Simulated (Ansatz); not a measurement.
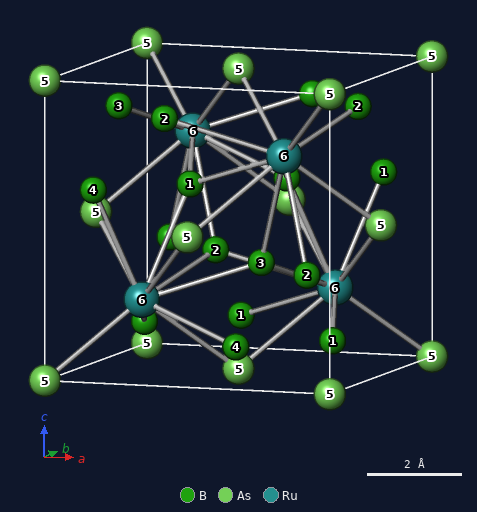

This is the input geometry for a relaxation of solid B$_{4}$AsRu (a generated structure, set up in F-43m) (coarse preliminary run). Style: ball-and-stick. Shown: the conventional cell (4 times the calculation's cell), slightly off an axis. Lengths and directions refer to the drawn axes.

Theory: DFT PBE, scalar-relativistic, plane waves, PAW in Ansatz.

Input
```yaml
crystal:
  lattice:
    - [0.0, 3.2493674, 3.2493674]
    - [3.2493674, 0.0, 3.2493674]
    - [3.2493674, 3.2493674, 0.0]
  atoms:
    - { symbol: B, position: [0.87545499, 0.37484834, 0.37484834] }
    - { symbol: B, position: [0.37484834, 0.37484834, 0.37484834] }
    - { symbol: B, position: [0.37484834, 0.87545499, 0.37484834] }
    - { symbol: B, position: [0.37484834, 0.37484834, 0.87545499] }
    - { symbol: As, position: [0.0, 0.0, 0.0] }
    - { symbol: Ru, position: [0.75, 0.75, 0.75] }
basis:
  ecutwfc: 420
kpoints:
  mp_grid: { grid: [4, 4, 4] }
hamiltonian:
  xc: pbe
scf:
  occupations: { method: gaussian, width: 0.1 }
  lower_state_search: "off"
output:
  forces: true
  stress: true
  eigenvalues: true
relax:
  adjacent_minimum: "off"
  f_tol: 0.04
  max_steps: 70
  cell: { stress_tol: 0.4 }
```

Command:
```bash
ansatz run input.yaml --threads 1 --pin off --max-ram 2048MiB --backend cpu --events-out ev --progress --plain --runs-dir out
```

### What does the optimiser find from here?

The largest moves relative to the cell, 0.17 Å, are those of B1, B2, B3 and B4. B2 goes along [−1 1 −1]. As and Ru stay in place. Cell: a = b = c 6.499 → 6.103 Å (−6.1 %). Volume −17.2 %. Near-neighbour distances that change, for instance: B1–B2 2.295 → 1.876 Å, As5–Ru6 2.814 → 2.643 Å, B1–Ru6 2.695 → 2.566 Å. Among the angles between lasting bonds that change: Ru6–B2–Ru6 117.0° → 114.5°. The space group stays F-43m (No. 216). The energy falls by 1.609 eV per cell of the calculation in 6 accepted moves (9 points after the start). The largest force component goes from 0.06 to 0.0009 eV/Å. Pressure: −28.01 GPa at the start and −0.01 GPa at the end. The line search rejected the trial step at point 5 of the run. The SCF was repeated twice at an unchanged geometry on a basis and grid sized afresh for the cell, which shifted the energy by 6.9 meV per cell of the calculation at most. Cost: 34 s on 1 thread of Arm Neoverse N1, with other jobs on the host, peak memory 0.34 GiB.

The structure at the end:

```xyz
6
Lattice="0.0000 3.0514 3.0514 3.0514 0.0000 3.0514 3.0514 3.0514 0.0000" Properties=species:S:1:pos:R:3 pbc="T T T"
B     2.1888    3.9140    3.9140
B     2.1888    2.1888    2.1888
B     3.9140    2.1888    3.9140
B     3.9140    3.9140    2.1888
As    0.0000    0.0000    0.0000
Ru    4.5771    4.5771    4.5771
```

After the run, drawn alike:

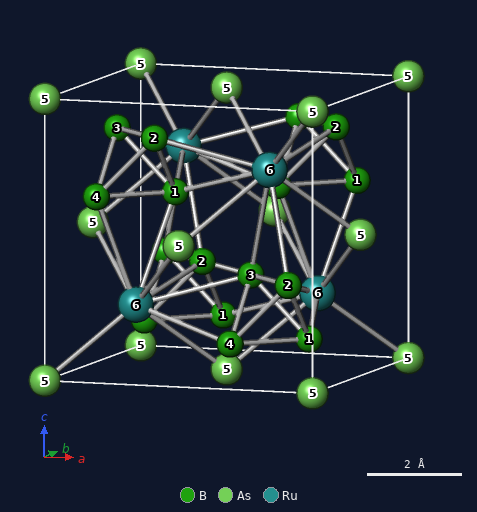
